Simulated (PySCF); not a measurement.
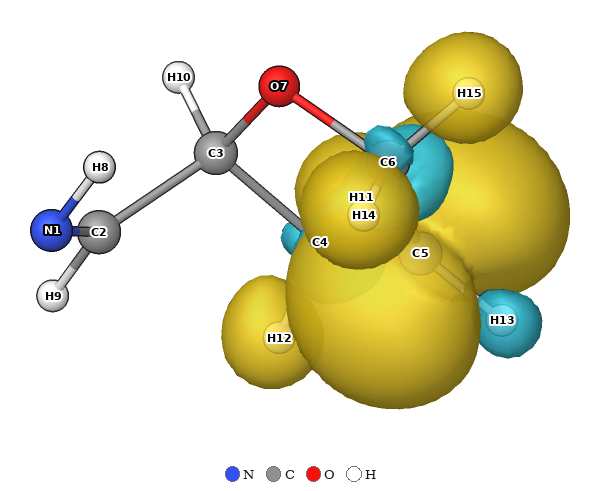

C$_{5}$H$_{8}$NO (doublet). Isosurfaces of the spin density (α minus β) at +0.015 (yellow) and −0.015 e/Å³ (cyan), seen from one side.

Geometry: GFN2-xTB.

Level of theory: UKS B3LYP, pcH-1 on C H N O, non-relativistic, mean-field spin-orbit, GIAO in PySCF.

```yaml
atoms:
  - { symbol: N, position_ang: [2.2461, -0.3621, 1.0763] }
  - { symbol: C, position_ang: [1.7414, 0.3201, 0.1583] }
  - { symbol: C, position_ang: [0.5779, -0.0756, -0.7309] }
  - { symbol: C, position_ang: [-0.5295, 0.9987, -0.7264] }
  - { symbol: C, position_ang: [-1.5271, 0.4078, 0.1891] }
  - { symbol: C, position_ang: [-1.1432, -0.9781, 0.5184] }
  - { symbol: O, position_ang: [-0.0168, -1.2843, -0.2826] }
  - { symbol: H, position_ang: [1.7980, -1.2734, 1.1943] }
  - { symbol: H, position_ang: [2.1709, 1.2980, -0.0426] }
  - { symbol: H, position_ang: [0.9732, -0.2650, -1.7368] }
  - { symbol: H, position_ang: [-0.9392, 1.1505, -1.7344] }
  - { symbol: H, position_ang: [-0.1561, 1.9701, -0.3851] }
  - { symbol: H, position_ang: [-2.3790, 0.9116, 0.5936] }
  - { symbol: H, position_ang: [-0.8950, -1.0922, 1.5922] }
  - { symbol: H, position_ang: [-1.9260, -1.7182, 0.2948] }
```

Which atoms carry the spin?

Answer. The unpaired spin (1 electron) lies mostly on C5 (about 0.7), in electrons by Hirshfeld's partition.
